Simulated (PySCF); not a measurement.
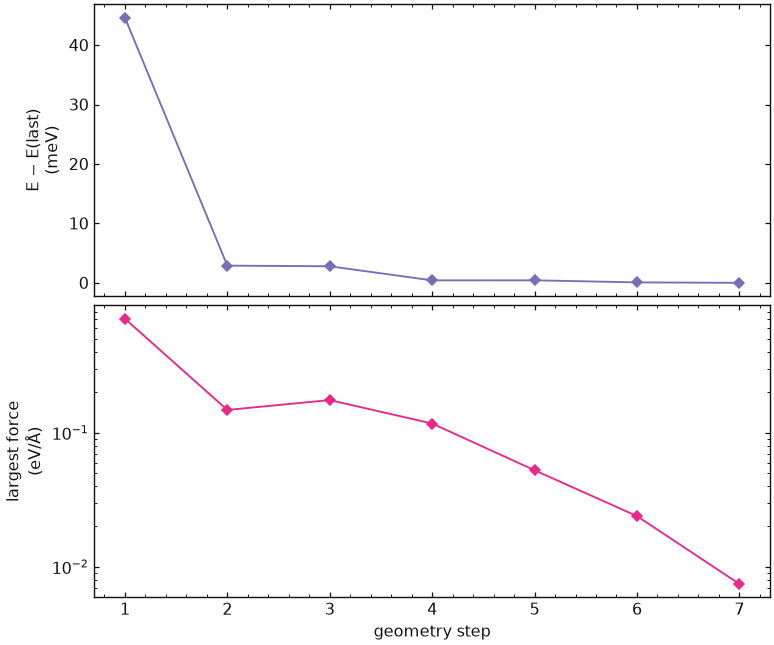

History of a geometry optimisation.

The run: C5H6 (SMILES C=C=CC=C), by PBE0-D3(BJ)/def2-SVP, geometry optimisation in PySCF 2.14.0, density fitting.

Q: How did the optimisation end?

A: The optimisation met its thresholds at geometry 7, counting the start as the first. The energy fell by about 45 meV from the first step to the last. The largest force goes from about 0.71 eV/Å at the start to 7 × 10⁻³ eV/Å at the end.

Q: By which step was nine tenths of the energy gained?

A: By step 2 of 7.
